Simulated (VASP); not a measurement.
Band structure of MgTe (zinc blende). Computed with PBEsol GGA with spin-orbit coupling, VASP's PBE PAW potentials (set 64) (plane waves; VASP).

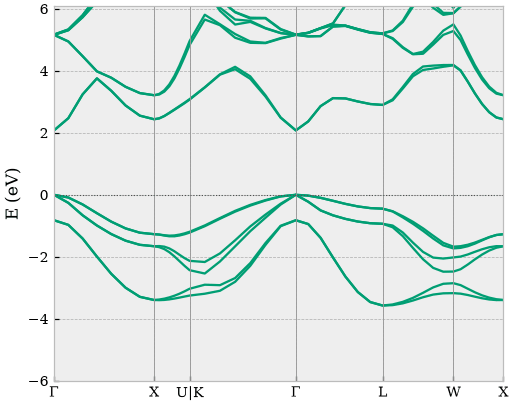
Figure. Bands along high-symmetry lines, zero at the valence-band maximum or, without a gap, the Fermi level

Q: Read the plot: is there a gap, and where are the band edges?

A: The gap is direct, 2.08 eV, from the valence maximum at Γ to the conduction minimum at Γ.

Measured: gap 3.67 eV at 2 K (computed value off by -1.59 eV), as given by arXiv:1206.3780.

The compound is MgTe in the zinc blende structure, whereas wurtzite is the usual form. It was relaxed first.
